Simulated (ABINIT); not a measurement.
# NaCl (Fm-3m): G0W0 in ABINIT against the bands in the screening, part 2 of 2

How does the gap of NaCl (Fm-3m) converge in the bands in the screening?

ABINIT 10.8.3; PBE and many-body steps on it, plane waves. Known limits of the many-body steps: not at the basis limit; coarse k mesh.

So far. Step 2 (Screening, 4×4×4 mesh, 16 bands, screening to 163.3 eV): Local fields lower ε∞ by 15 %. On a Γ-centred mesh this coarse the value itself is usually too large, while a short band sum pulls it down. Step 5 (24 bands): The gap on the mesh goes from 5.15 eV to 8.02 eV, a correction of +2.87 eV.

The database entry behind the starting cell differs from later determinations by our own check (an axis about 0.4 % short against later determinations), so it need not match the best structure at ambient conditions.

### 7. 80 bands

This step: G0W0 on PBE, plane waves, norm-conserving pseudopotentials.

run.abi

```
acell 3*1.0 Angstrom
rprim 
  0.000000000000 2.810000000000 2.810000000000
  2.810000000000 0.000000000000 2.810000000000
  2.810000000000 2.810000000000 0.000000000000
ntypat 2
znucl 11 17
natom 2
typat 1 2
xred 
  0.000000000000 0.000000000000 0.000000000000
  0.500000000000 0.500000000000 0.500000000000
pp_dirpath "pseudos"
pseudos "Na.upf, Cl.upf"
ecut 38
ngkpt 4 4 4
nshiftk 1
shiftk 0 0 0
kptopt 1
chksymbreak 0
istwfk *1
occopt 1
irdwfk 1
optdriver 4
nband 80
gwcalctyp 0
ecutsigx 38
symsigma 1
nkptgw 1
kptgw 
  0.0000000000 0.0000000000 0.0000000000
bdgw 
  6 12
ecuteps 6
irdscr 1
ppmodel 1
indata_prefix "in"
outdata_prefix "out"
tmpdata_prefix "tmp"
```

Command:

```
$ OMP_NUM_THREADS=1 mpirun -n 4 abinit run.abi > log
```

The program printed:

```text
.Version 10.8.3 of ABINIT. v10.8.2 released Aug 2026.

 Symmetries : space group Fm -3 m (#225); Bravais cF (face-center cubic)
[... echo of the input left out ...]
== DATASET  1 ==================================================================
-   mpi_nproc: 4, omp_nthreads: 1 (-1 if OMP is not activated)

--- !DatasetInfo
iteration_state: {dtset: 1, }
dimensions: {natom: 2, nkpt: 8, mband: 80, nsppol: 1, nspinor: 1, nspden: 1, mpw: 3383, }
cutoff_energies: {ecut:  38.0, pawecutdg:  -1.0, }
[...]
10  10.523  -8.376  -3.599  -3.176   0.861  -0.162  -6.999   1.378  11.901
       11  10.523  -8.376  -3.599  -3.176   0.861  -0.162  -6.999   1.378  11.901
       12  10.523  -8.376  -3.599  -3.176   0.861  -0.162  -6.999   1.378  11.901

== END DATASET(S) ==============================================================
================================================================================

 -outvars: echo values of variables after computation  --------
           etotal      0.0000000000E+00
            nband          80
             nkpt           8
          spgroup         225
 [... the other variables as echoed above ...]

 Calculation completed.
```

Wall time 4.6 s (4 MPI ranks of Arm Neoverse V1, shared host); peak memory 0.58 GiB; 18 s of CPU time.

Numbers from this step:

```yaml
g0w0_gap_on_the_points_computed: 7.989 eV
starting_gap_on_the_mesh: 5.150 eV
k_of_the_valence_top: 0, 0, 0
k_of_the_conduction_bottom: 0, 0, 0
least_direct_g0w0_gap_on_the_computed_points: 7.989 eV
```

Against the run before, the gap moves by −0.031 eV.

### 8. Screening, 4×4×4 mesh, 174 bands, screening to 163.3 eV

This step: RPA screening on PBE, plane waves, norm-conserving pseudopotentials.

run.abi: that of step 7 with these lines changed.

```diff
@@ -23,15 +23,8 @@
 irdwfk 1
-optdriver 4
-nband 80
-gwcalctyp 0
-ecutsigx 38
-symsigma 1
-nkptgw 1
-kptgw 
-  0.0000000000 0.0000000000 0.0000000000
-bdgw 
-  6 12
+optdriver 3
+nband 174
 ecuteps 6
-irdscr 1
-ppmodel 1
+inclvkb 2
+awtr 1
+symchi 1
 indata_prefix "in"
```

The program printed:

```text
.Version 10.8.3 of ABINIT. v10.8.2 released Aug 2026.

 Symmetries : space group Fm -3 m (#225); Bravais cF (face-center cubic)
[... echo of the input left out ...]
== DATASET  1 ==================================================================
-   mpi_nproc: 4, omp_nthreads: 1 (-1 if OMP is not activated)

--- !DatasetInfo
iteration_state: {dtset: 1, }
dimensions: {natom: 2, nkpt: 8, mband: 174, nsppol: 1, nspinor: 1, nspden: 1, mpw: 3383, }
cutoff_energies: {ecut:  38.0, pawecutdg:  -1.0, }
[...]
--------------------------------------------------------------------------------
[... chi0 elements left out ...]
 For q-point:  0.000010 0.000020 0.000030
  dielectric constant =   2.3845
  dielectric constant without local fields =   2.8001

  Average fulfillment of the sum rule on Im[epsilon] for q-point    1 :     75.91  [%]
[... wings left out ...]
  q-point number  2        q = ( 0.250000, 0.000000, 0.000000) [r.l.u.]
--------------------------------------------------------------------------------
[... chi0 elements left out ...]
  Average fulfillment of the sum rule on Im[epsilon] for q-point    2 :     81.67  [%]

 [... 6 further q-points ...]
```

Elapsed: 33 s, on 4 MPI ranks; peak memory 1.1 GiB.

This step gave:

| Item | Value |
| --- | --- |
| ε∞ with local fields, on this mesh, along the program's q direction | 2.385 |
| the same without local fields | 2.800 |
| plasma frequency | 22.30 eV |
| plane waves in the screening matrix | 181 |

### 9. 174 bands

This step: G0W0 on PBE, plane waves, norm-conserving pseudopotentials.

run.abi: that of step 8 with these lines changed.

```diff
@@ -23,8 +23,15 @@
 irdwfk 1
-optdriver 3
-nband 174
+optdriver 4
+nband 80
+gwcalctyp 0
+ecutsigx 38
+symsigma 1
+nkptgw 1
+kptgw 
+  0.0000000000 0.0000000000 0.0000000000
+bdgw 
+  6 12
 ecuteps 6
-inclvkb 2
-awtr 1
-symchi 1
+irdscr 1
+ppmodel 1
 indata_prefix "in"
```

The program printed:

```text
.Version 10.8.3 of ABINIT. v10.8.2 released Aug 2026.

 Symmetries : space group Fm -3 m (#225); Bravais cF (face-center cubic)
[... echo of the input left out ...]
== DATASET  1 ==================================================================
-   mpi_nproc: 4, omp_nthreads: 1 (-1 if OMP is not activated)

--- !DatasetInfo
iteration_state: {dtset: 1, }
dimensions: {natom: 2, nkpt: 8, mband: 80, nsppol: 1, nspinor: 1, nspden: 1, mpw: 3383, }
cutoff_energies: {ecut:  38.0, pawecutdg:  -1.0, }
[...]
10  10.523  -8.376  -3.599  -3.212   0.862  -0.161  -7.028   1.348  11.872
       11  10.523  -8.376  -3.599  -3.212   0.862  -0.161  -7.028   1.348  11.872
       12  10.523  -8.376  -3.599  -3.212   0.862  -0.161  -7.028   1.348  11.872

== END DATASET(S) ==============================================================
================================================================================

 -outvars: echo values of variables after computation  --------
           etotal      0.0000000000E+00
            nband          80
             nkpt           8
          spgroup         225
 [... the other variables as echoed above ...]

 Calculation completed.
```

It took 4.7 s on 4 MPI ranks; peak memory 0.58 GiB.

Numbers from this step:

```
G0W0 gap on the points computed              : 7.99 eV
starting gap on the mesh                     : 5.150 eV
k of the valence top                         : 0, 0, 0
k of the conduction bottom                   : 0, 0, 0
least direct G0W0 gap on the computed points : 7.99 eV
```

Against the run before, the gap moves by +0.001 eV.

### 10. The runs together

Times are wall times on 4 MPI ranks of Arm Neoverse V1, shared host, good to a factor of about two. A run's time includes the screening step that it read.

```
      run   mesh  bands  screening cutoff (eV)  DFT gap (eV)  gap on the mesh (eV)  direct (eV)  ε∞ used   time
 16 bands  4×4×4     80                  163.3         5.150                 8.114        8.114     2.32  8.5 s
 24 bands  4×4×4     80                  163.3         5.150                 8.020        8.020     2.35  9.9 s
 80 bands  4×4×4     80                  163.3         5.150                 7.989        7.989     2.38   21 s
174 bands  4×4×4     80                  163.3         5.150                 7.990        7.990     2.38   38 s
```

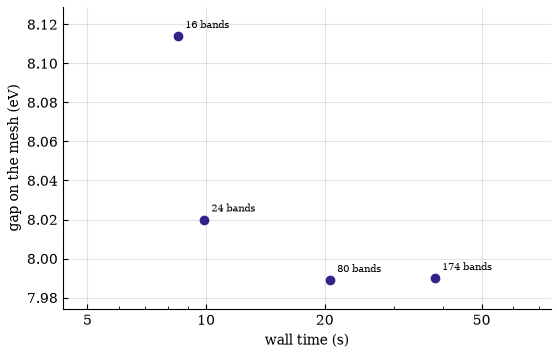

Result against wall time.

### 11. Outcome

| Property | Result |
| --- | --- |
| 16 bands | 8.114 eV |
| 24 bands | 8.020 eV |
| 80 bands | 7.989 eV |
| 174 bands | 7.990 eV |
| known limits | not at the basis limit; coarse k mesh |

In words: The setting moved: bands in the screening. From 16 bands to 174 bands the gap moves by −0.12 eV, for 4.5 times the time. It holds to 0.03 eV from 24 bands on. Bands and screening cutoff are coupled, so a series along one setting does not show full convergence. Bands and cutoff are finite, so the gap is not at the basis limit. The miss can reach some tenths of an eV and take either sign; the mesh is an error of its own. In the G0W0 runs levels were corrected at 1 k point alone, so a gap called «on the mesh» is the least over those, and an edge elsewhere would be missed. The 4×4×4 mesh is coarse for this cell, which bears on the long-range parts of exchange and screening.

[Paths, hosts, dates, memory and timing lines, banners, echoed tables and standing remarks are left out of the program output.]

[Logs are printed without paths, hosts, clocks, repeated set-up lines and the standing remarks that a program may print on its own settings, such as how far it seeks lower states.]

[Runs of the session that timed out or met a known fault of the program may be left out.]

[Hosts, paths, dates, database ids (printed as entryN), source tags and the programs' standing remarks are cut or masked in the printed files.]

[G0W0 gaps are taken among the corrected bands and points alone; a level outside them can change the order at an edge.]

[Where Ansatz stands beside ABINIT at settings called matched, ABINIT's density can come from a denser mesh and the files from another edition; pairs whose starting gaps differed by over 0.03 eV were left out, so agreement reads better than it is.]
